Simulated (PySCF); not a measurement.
# SiH4O3: electronic excitations at several levels of theory, part 2 of 2

PySCF 2.14.0. Atoms count from 0. The steps go on from the part before.

## 9. Excited states and response: PBE0/def2-TZVPD

The job: settings as JSON, then the geometry in Å.

```
{"job": {"kind": "uv", "xc": "PBE0", "basis": "def2-TZVPD"}, "charge": 0, "multiplicity": 1}
O      0.865727    -0.495489    -1.363464
Si     0.202626    -0.044230     0.077841
O     -1.147162     0.912014    -0.063358
O     -0.335770    -1.389970     0.869211
H      0.391362    -1.180493    -1.845477
H      1.290380     0.675428     0.778190
H     -1.016184     1.805803    -0.392016
H     -1.176932    -1.283582     1.323274
```

Level: TDDFT PBE0/def2-TZVPD, vertical, gas phase, core orbitals frozen in the response.

What it wrote:

```text
coarse grid: 7368 points
cycle   1  E = -517.2560674327  dE =  4.844e-01  |g| = 1.145e+00  |ddm| = 2.179e+00
cycle   2  E = -516.9444656936  dE =  3.116e-01  |g| = 1.740e+00  |ddm| = 1.707e+00
cycle   3  E = -517.4808900977  dE = -5.364e-01  |g| = 5.919e-02  |ddm| = 1.078e+00
cycle   4  E = -517.4815575061  dE = -6.674e-04  |g| = 1.564e-02  |ddm| = 4.886e-02
cycle   5  E = -517.4815914366  dE = -3.393e-05  |g| = 8.925e-03  |ddm| = 1.450e-02
cycle   6  E = -517.4816046329  dE = -1.320e-05  |g| = 1.397e-03  |ddm| = 4.997e-03
cycle   7  E = -517.4816049676  dE = -3.347e-07  |g| = 3.792e-04  |ddm| = 1.152e-03
final grid: 67040 points
cycle   8  E = -517.4802038372  dE = -3.203e-05  |g| = 5.820e-03  |ddm| = 2.701e-02
cycle   9  E = -517.4801980725  dE =  5.765e-06  |g| = 8.142e-03  |ddm| = 7.341e-03
cycle  10  E = -517.4802089304  dE = -1.086e-05  |g| = 3.332e-04  |ddm| = 4.417e-03
cycle  11  E = -517.4802089475  dE = -1.703e-08  |g| = 5.699e-05  |ddm| = 2.130e-04
cycle  12  E = -517.4802089479  dE = -4.768e-10  |g| = 2.987e-05  |ddm| = 5.623e-05
converged SCF energy = -517.4802089479

Static polarisability (au): isotropic 37.970, principal 36.750 38.509 38.652

Singlet excitations
state   eV       nm        f      main configurations
  1   7.7787    159.4   0.02098   H->L 0.62, H-1->L 0.29
  2   7.9337    156.3   0.05869   H-1->L 0.60, H->L 0.31
  3   8.2008    151.2   0.02191   H-2->L 0.52, H->L+2 0.15, H->L+1 0.14
  4   8.4000    147.6   0.03144   H->L+1 0.60, H-1->L+2 0.11, H-1->L+1 0.09
  5   8.5443    145.1   0.01506   H-1->L+1 0.45, H->L+2 0.41
  6   8.6384    143.5   0.05277   H-2->L 0.29, H-1->L+1 0.24, H->L+2 0.24
  7   8.7670    141.4   0.04627   H-1->L+2 0.58, H->L+1 0.17, H-2->L 0.13
  8   8.9519    138.5   0.04686   H-3->L 0.72, H-2->L+1 0.10
  9   9.0097    137.6   0.01613   H-2->L+1 0.56, H-2->L+2 0.17, H-3->L 0.10
 10   9.1393    135.7   0.00798   H-2->L+2 0.64, H-2->L+1 0.21

Triplet excitations (Tamm-Dancoff, eV): 7.4925 7.5662 7.7967 8.0615
```

Wall time 30 s (1 thread of Arm Neoverse N1, shared host); peak memory 0.75 GiB.

This run: HOMO -9.15 eV, LUMO -0.16 eV; lowest singlet 7.78 eV.

## 10. TDDFT and polarisability: PBE0/6-31+G*

Settings changed since step 9:

```diff
@@ -1,2 +1,2 @@
-{"job": {"kind": "uv", "xc": "PBE0", "basis": "def2-TZVPD"}, "charge": 0, "multiplicity": 1}
+{"job": {"kind": "uv", "xc": "PBE0", "basis": "6-31+G*"}, "charge": 0, "multiplicity": 1}
 O      0.865727    -0.495489    -1.363464
```

With the program's defaults for keys left out, this is: TDDFT PBE0/6-31+G*, vertical, gas phase, core orbitals frozen in the response.

What it wrote:

```text
coarse grid: 7368 points
cycle   1  E = -517.1632294061  dE =  5.039e-01  |g| = 1.042e+00  |ddm| = 3.044e+00
cycle   2  E = -516.9085938054  dE =  2.546e-01  |g| = 1.549e+00  |ddm| = 2.303e+00
cycle   3  E = -517.3678719273  dE = -4.593e-01  |g| = 5.026e-02  |ddm| = 1.462e+00
cycle   4  E = -517.3684148674  dE = -5.429e-04  |g| = 1.014e-02  |ddm| = 1.014e-01
cycle   5  E = -517.3684286333  dE = -1.377e-05  |g| = 6.849e-03  |ddm| = 2.092e-02
cycle   6  E = -517.3684373392  dE = -8.706e-06  |g| = 7.250e-04  |ddm| = 6.216e-03
final grid: 67040 points
cycle   7  E = -517.3231372271  dE = -1.039e-05  |g| = 5.052e-03  |ddm| = 1.564e-02
cycle   8  E = -517.3231320975  dE =  5.130e-06  |g| = 7.287e-03  |ddm| = 8.932e-03
cycle   9  E = -517.3231419008  dE = -9.803e-06  |g| = 1.439e-04  |ddm| = 5.388e-03
cycle  10  E = -517.3231419018  dE = -1.065e-09  |g| = 1.332e-04  |ddm| = 2.641e-04
cycle  11  E = -517.3231419051  dE = -3.283e-09  |g| = 1.832e-05  |ddm| = 1.349e-04
cycle  12  E = -517.3231419052  dE = -6.787e-11  |g| = 2.727e-06  |ddm| = 2.629e-05
converged SCF energy = -517.3231419052

Static polarisability (au): isotropic 33.577, principal 32.431 33.921 34.378

Singlet excitations
state   eV       nm        f      main configurations
  1   7.7945    159.1   0.02424   H->L 0.67, H-1->L 0.24
  2   7.9800    155.4   0.06434   H-1->L 0.66, H->L 0.26
  3   8.2315    150.6   0.02435   H-2->L 0.51, H->L+2 0.16, H-1->L+1 0.14
  4   8.4072    147.5   0.04423   H->L+1 0.70
  5   8.5427    145.1   0.01425   H-1->L+1 0.47, H->L+2 0.44
  6   8.6503    143.3   0.05033   H-1->L+2 0.29, H-2->L 0.24, H->L+2 0.23
  7   8.7595    141.5   0.04147   H-1->L+2 0.55, H-2->L 0.18, H->L+1 0.11
  8   8.9717    138.2   0.05823   H-3->L 0.70, H-2->L+1 0.13
  9   9.0131    137.6   0.00813   H-2->L+1 0.58, H-3->L 0.16, H-2->L+2 0.10
 10   9.1404    135.6   0.02312   H-2->L+2 0.75, H-2->L+1 0.14

Triplet excitations (Tamm-Dancoff, eV): 7.4923 7.5945 7.8371 8.0914
```

It took 10 s on 1 thread of Arm Neoverse N1, shared host; peak memory 0.48 GiB.

In short: HOMO -9.14 eV, LUMO -0.09 eV; lowest singlet 7.79 eV.

## 11. Run by run: electronic excitations

Excitations and ground-state properties, with basis size and wall time:

| run | lowest singlet (eV) | brightest (eV) | f | gap (eV) | α (Å³) | μ (D) | functions | time |
| --- | --- | --- | --- | --- | --- | --- | --- | --- |
| wB97X-D/def2-SVPD | 8.35 | 9.60 | 0.119 | 12.80 | 5.53 | 1.56 | 125 | 1.8 min |
| LC-wPBE/def2-SVPD | 8.60 | 10.40 | 0.132 | 13.76 | 5.45 | 1.58 | 125 | 2.1 min |
| PBE0/6-31G* | 8.71 | 8.98 | 0.079 | 10.34 | 4.10 | 1.77 | 68 | 7.9 s |
| PBE0/def2-SVP | 8.62 | 8.84 | 0.076 | 10.15 | 4.15 | 1.73 | 80 | 9.1 s |
| PBE0/def2-TZVP | 8.34 | 8.54 | 0.080 | 9.80 | 4.99 | 1.63 | 154 | 20 s |
| PBE0/aug-cc-pVDZ | 7.63 | 8.89 | 0.097 | 8.77 | 5.65 | 1.51 | 132 | 18 s |
| PBE0/aug-cc-pVTZ | 7.67 | 8.89 | 0.088 | 8.80 | 5.65 | 1.52 | 280 | 51 s |
| PBE0/def2-TZVPD | 7.78 | 7.93 | 0.059 | 8.99 | 5.63 | 1.53 | 199 | 30 s |
| PBE0/6-31+G* | 7.79 | 7.98 | 0.064 | 9.05 | 4.98 | 1.73 | 84 | 10 s |

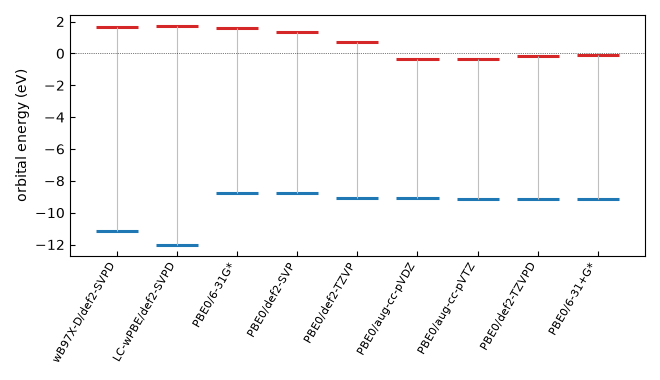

HOMO (blue) and LUMO (red) run by run.

## 12. Results

This closing draws on all 2 parts.

| quantity | value |
| --- | --- |
| lowest singlet (wB97X-D/def2-SVPD) | 8.35 eV (148 nm), f = 0.014 |
| brightest single state of those computed | state 7, 9.60 eV, f = 0.119 |
| lowest triplet | 8.06 eV |
| vertical ionisation energy (ΔSCF) | 11.68 eV |
| range of the lowest singlet | 7.63 to 8.71 eV |

What this shows: Single values in the summary come from the first run of each kind that ended normally (wB97X-D/def2-SVPD), which need not be the best level. The lowest singlet, at 8.35 eV, is HOMO−1→LUMO 0.51, HOMO→LUMO 0.23 and is weak; of the 10 states computed, the strongest absorption comes from state 7 at 9.60 eV. The lowest triplet lies 0.29 eV below the lowest singlet (triplets in Tamm-Dancoff, singlets in full TDDFT). ΔSCF puts the ionisation energy at 11.68 eV, 0.54 eV above −ε(HOMO). The lowest singlet runs from 7.63 eV (PBE0/aug-cc-pVDZ) to 8.71 eV (PBE0/6-31G*), while the orbital gap spans 8.77 to 13.76 eV. The lowest state need not be the same one in every run. The runs solved for a few states only, so the brightest column depends on that window.
